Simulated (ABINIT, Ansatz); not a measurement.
# MgSiTe3 (Pm-3m): zone-centre phonons

Aim: the zone-centre modes of MgSiTe3 (Pm-3m).

Calculated with ABINIT 10.8.3; DFT LDA, scalar-relativistic, plane waves, HGH norm-conserving pseudopotentials.

The structure was built from a prototype and need not be the compound's stable phase.

## 1. The starting structure

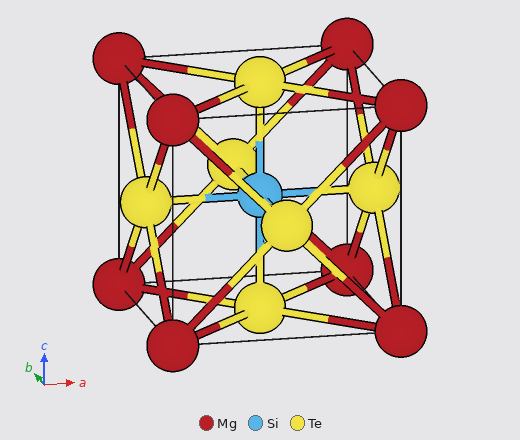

Start, viewed slightly off an axis; magnesium red, silicon blue, tellurium yellow. Some periodic images of atoms are drawn too.

## 2. Relaxing the cell and atoms

The harmonic expansion needs vanishing forces, and a free crystal bears no stress, so cell and atoms are brought to rest. Stress is more sensitive to the basis than forces are: the last 3 Ha under the cutoff are smoothed with ecutsm, and the cutoff is raised above that of the later runs.

The starting cell comes from a relaxation made beforehand in Ansatz (LDA, PseudoDojo NC).

Contents of relax.abi:

```
# relaxation
ionmov 2
optcell 2
dilatmx 1.08
ntime 40
tolmxf 1.0d-05
tolvrs 1.0d-14
prtwf 0
prtden 0
chksymtnons 0

# basis, mesh and filling
ecut 38.0
ecutsm 3.0
ixc 7
ngkpt 4 4 4
nshiftk 1
shiftk 0.0 0.0 0.0
istwfk *1
occopt 3
tsmear 0.01
nband 19
nstep 100
diemac 1000000.0
prtebands 0
prtgsr 0

# cell and atoms
acell 3*1.0 Angstrom
rprim 
    5.176142543 0.0 0.0
    0.0 5.176142543 0.0
    0.0 0.0 5.176142543
ntypat 3
znucl 12 14 52
natom 5
typat 1 2 3 3 3
xred 
    0.0 0.0 0.0
    0.5 0.5 0.5
    0.5 0.5 0.0
    0.5 0.0 0.5
    0.0 0.5 0.5
pp_dirpath "./pseudo"
pseudos "Mg.hgh, Si.hgh, Te.hgh"
```

Launch:

```sh
$ OMP_NUM_THREADS=1 mpirun -n 4 abinit relax.abi > relax.log
```

Numbers of over 12 decimals in the logs are rounded to 6 here.

relax.abo, the main output file:

```text
[banners, grids, parts of the stress and lines that vanish by symmetry left out]
- input  file    -> relax.abi
- output file    -> relax.abo
- root for input  files -> relaxi
[...]
Symmetries : space group Pm -3 m (#221); Bravais cP (primitive cubic)
[...]
mpw =       13264          nfft =      216000          nkpt =          10
[...]
== DATASET  1 ==================================================================
[...]
cutoff_energies: {ecut:  38.0, pawecutdg:  -1.0, }
[...]
Exchange-correlation functional for the present dataset will be:
  LDA: Perdew-Wang 92 LSD fit to Ceperley-Alder data - ixc=7
[...]
ETOT  1  -29.519514877962    -2.952E+01 2.388E-02 1.631E+02
 ETOT  2  -29.562448043751    -4.293E-02 5.494E-03 5.768E+00
 ETOT  3  -29.562958899411    -5.109E-04 7.653E-04 7.586E-01
 ETOT  4  -29.563026268045    -6.737E-05 3.761E-04 8.666E-03
 ETOT  5  -29.563027066543    -7.985E-07 2.025E-04 2.961E-04
[...]
At SCF step   11       vres2   =  1.85E-15 < tolvrs=  1.00E-14 =>converged.
[...]
sigma(1 1)= -5.05979643E-05  sigma(3 2)=  0.00000000E+00
  sigma(2 2)= -5.05979643E-05  sigma(3 1)=  0.00000000E+00
  sigma(3 3)= -5.05979643E-05  sigma(2 1)=  0.00000000E+00
[...]
convergence: {deltae: -3.009E-12, res2:  1.853E-15, residm:  1.297E-05, diffor: null, }
etotal    :  -2.95630271E+01
[...]
ETOT  1  -29.562988756364    -2.956E+01 1.164E-05 3.987E+00
[...]
At SCF step   10       vres2   =  1.26E-15 < tolvrs=  1.00E-14 =>converged.
[...]
sigma(1 1)= -4.25091722E-05  sigma(3 2)=  0.00000000E+00
  sigma(2 2)= -4.25091722E-05  sigma(3 1)=  0.00000000E+00
  sigma(3 3)= -4.25091722E-05  sigma(2 1)=  0.00000000E+00
[...]
convergence: {deltae: -2.331E-12, res2:  1.257E-15, residm:  1.127E-05, diffor: null, }
etotal    :  -2.95632257E+01
[...]
ETOT  1  -29.556627320099    -2.956E+01 3.026E-05 1.189E+02
[...]
At SCF step   11       vres2   =  4.89E-17 < tolvrs=  1.00E-14 =>converged.
[...]
sigma(1 1)= -1.68539432E-06  sigma(3 2)=  0.00000000E+00
  sigma(2 2)= -1.68539432E-06  sigma(3 1)=  0.00000000E+00
  sigma(3 3)= -1.68539432E-06  sigma(2 1)=  0.00000000E+00
[...]
convergence: {deltae:  1.027E-12, res2:  4.889E-17, residm:  4.474E-06, diffor: null, }
etotal    :  -2.95637301E+01
[...]
ETOT  1  -29.563718249803    -2.956E+01 2.476E-06 2.113E-01
[...]
ETOT  8  -29.563731015598    -1.869E-12 2.195E-07 4.263E-13
 ETOT  9  -29.563731015596     1.421E-12 3.736E-07 7.509E-15
 At SCF step    9       vres2   =  7.51E-15 < tolvrs=  1.00E-14 =>converged.
[...]
sigma(1 1)= -6.14996540E-08  sigma(3 2)=  0.00000000E+00
  sigma(2 2)= -6.14996540E-08  sigma(3 1)=  0.00000000E+00
  sigma(3 3)= -6.14996540E-08  sigma(2 1)=  0.00000000E+00
[...]
convergence: {deltae:  1.421E-12, res2:  7.509E-15, residm:  3.736E-07, diffor: null, }
etotal    :  -2.95637310E+01
[...]
At Broyd/MD step   4, gradients are converged :
[...]
sigma(1 1)= -6.14996540E-08  sigma(3 2)=  0.00000000E+00
  sigma(2 2)= -6.14996540E-08  sigma(3 1)=  0.00000000E+00
  sigma(3 3)= -6.14996540E-08  sigma(2 1)=  0.00000000E+00
[...]
- sigma(1 1)= -1.80938229E-03  sigma(3 2)=  0.00000000E+00
- sigma(2 2)= -1.80938229E-03  sigma(3 1)=  0.00000000E+00
- sigma(3 3)= -1.80938229E-03  sigma(2 1)=  0.00000000E+00
[...]
fcart     -0.0000000000E+00 -0.0000000000E+00 -0.0000000000E+00
           strten     -6.1499654008E-08 -6.1499654007E-08 -6.1499654004E-08
================================================================================

[key lines of the parts left out:]
pressure_GPa:   1.8094E-03
Total energy (etotal) [Ha]= -2.95637310155961E+01
```

Elapsed: 2.3 min, on 4 MPI ranks of Intel Xeon at 2.70GHz, shared host; 9.3 min of CPU time.

Step by step:

```
step  energy less that of the first step (eV)  largest force (eV/Å)  volume (Å³)
   1                                   0.0000                0.0000       138.68
   2                                  -0.0054                0.0000       139.31
   3                                  -0.0191                0.0000       142.77
   4                                  -0.0192                0.0000       142.92
```

```
conventional cell, symmetrised  before  after  change
                         a (Å)   5.176  5.228  +1.0 %
                         b (Å)   5.176  5.228  +1.0 %
                         c (Å)   5.176  5.228  +1.0 %
              volume (Å³/atom)   27.74  28.58  +3.1 %
```

The relaxed structure:

```xyz
5
Lattice="5.2283 0.0000 0.0000 0.0000 5.2283 0.0000 0.0000 0.0000 5.2283" Properties=species:S:1:pos:R:3 pbc="T T T"
Mg    0.0000    0.0000    0.0000
Si    2.6141    2.6141    2.6141
Te    2.6141    2.6141    0.0000
Te    2.6141    0.0000    2.6141
Te    0.0000    2.6141    2.6141
```

Read from the output:

```yaml
volume_per_atom: 28.58 Å³
pressure: 0.001809 GPa
gap_on_the_k_mesh: 0 eV
```

The volume changes by +3.1 % from the cell with which this run began.

## 3. Ground state

The response is built on these wavefunctions, so the potential is converged far more tightly than an energy would need. Occupations are smeared.

Contents of gs.abi:

```
# ground state
tolvrs 1.0d-16
prtden 1
prtwf 1

# basis, mesh and filling
ecut 30.0
ixc 7
ngkpt 4 4 4
nshiftk 1
shiftk 0.0 0.0 0.0
istwfk *1
occopt 3
tsmear 0.01
nband 19
nstep 100
diemac 1000000.0
prtebands 0
prtgsr 0

# cell and atoms
acell 3*1.0 Angstrom
rprim 
    5.228297802 0.0 0.0
    0.0 5.228297802 0.0
    0.0 0.0 5.228297802
ntypat 3
znucl 12 14 52
natom 5
typat 1 2 3 3 3
xred 
    0.0 0.0 0.0
    0.5 0.5 0.5
    0.5 0.5 0.0
    0.5 0.0 0.5
    0.0 0.5 0.5
pp_dirpath "./pseudo"
pseudos "Mg.hgh, Si.hgh, Te.hgh"
```

Launch:

```sh
$ OMP_NUM_THREADS=1 mpirun -n 4 abinit gs.abi > gs.log
```

gs.abo, the main output file:

```text
[banners, grids, parts of the stress and lines that vanish by symmetry left out]
- input  file    -> gs.abi
- output file    -> gs.abo
- root for input  files -> gsi
[...]
Symmetries : space group Pm -3 m (#221); Bravais cP (primitive cubic)
[...]
mpw =        7624          nfft =      125000          nkpt =          10
[...]
== DATASET  1 ==================================================================
[...]
cutoff_energies: {ecut:  30.0, pawecutdg:  -1.0, }
[...]
Exchange-correlation functional for the present dataset will be:
  LDA: Perdew-Wang 92 LSD fit to Ceperley-Alder data - ixc=7
[...]
ETOT  1  -29.525658496311    -2.953E+01 2.143E-02 8.560E+01
 ETOT  2  -29.563175816584    -3.752E-02 1.648E-03 2.925E+00
 ETOT  3  -29.563632233235    -4.564E-04 5.947E-04 4.227E-01
 ETOT  4  -29.563700407682    -6.817E-05 6.040E-04 5.257E-03
 ETOT  5  -29.563701165407    -7.577E-07 2.357E-04 1.593E-04
[...]
ETOT 11  -29.563701181633    -7.358E-12 1.148E-04 1.132E-15
 ETOT 12  -29.563701181641    -8.033E-12 3.962E-05 6.601E-17
 At SCF step   12       vres2   =  6.60E-17 < tolvrs=  1.00E-16 =>converged.
[...]
sigma(1 1)=  1.09358423E-07  sigma(3 2)=  0.00000000E+00
  sigma(2 2)=  1.09358423E-07  sigma(3 1)=  0.00000000E+00
  sigma(3 3)=  1.09358423E-07  sigma(2 1)=  0.00000000E+00
[...]
convergence: {deltae: -8.033E-12, res2:  6.601E-17, residm:  3.962E-05, diffor: null, }
etotal    :  -2.95637012E+01
[...]
sigma(1 1)=  1.09358423E-07  sigma(3 2)=  0.00000000E+00
  sigma(2 2)=  1.09358423E-07  sigma(3 1)=  0.00000000E+00
  sigma(3 3)=  1.09358423E-07  sigma(2 1)=  0.00000000E+00
[...]
- sigma(1 1)=  3.21743588E-03  sigma(3 2)=  0.00000000E+00
- sigma(2 2)=  3.21743588E-03  sigma(3 1)=  0.00000000E+00
- sigma(3 3)=  3.21743588E-03  sigma(2 1)=  0.00000000E+00
[...]
fcart     -0.0000000000E+00 -0.0000000000E+00 -0.0000000000E+00
           strten      1.0935842292E-07  1.0935842292E-07  1.0935842292E-07
================================================================================

[key lines of the parts left out:]
pressure_GPa:  -3.2174E-03
```

Run time: 21 s. Hardware: 4 MPI ranks.

Read from the output:

```
pressure : -0.003217 GPa
```

The cell stands at -0.0032 GPa, close enough for phonons.

(Part 1 of 4 ends here.)

[Host names and launcher messages were left out of these logs when they were recorded.]

[Logs are printed without paths, hosts, clocks, repeated set-up lines and the standing remarks that a program may print on its own settings, such as how far it seeks lower states.]

[Hosts, paths, dates, database ids (printed as entryN), source tags and the programs' standing remarks are cut or masked in the printed files.]
